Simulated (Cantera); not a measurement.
Input: 1 mol Fe₂O₃, 0.45 mol H₂O, 1.2 mol H₂, 0.14 mol HCl, held at 100000 Pa.

Method: chemical equilibrium by Gibbs-energy minimisation in Cantera with the NASA 1993 tables (ideal gas, pure condensed phases). Candidate condensed phases: Fe, FeCl₂, FeCl₃, FeO, Fe(OH)₂, Fe(OH)₃, Fe₂O₃, Fe₃O₄, H₂O; 22 gas species. The tables' stoichiometric FeO is somewhat more stable than real wüstite, so its field is too wide. FeO: taken at fixed stoichiometry. Equilibrium is a limit: real reactors are often held back by kinetics, nucleation or transport.

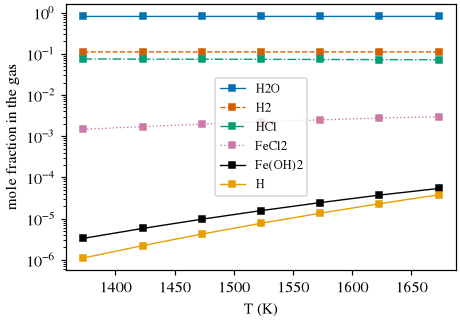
Figure. Equilibrium gas composition (values under 1e-9 drawn at 1e-9)

From 1373 K to 1623 K the condensed part is FeO(s). At 1673 K the condensed part is FeO(l). The main Fe-bearing gas is FeCl₂ throughout.
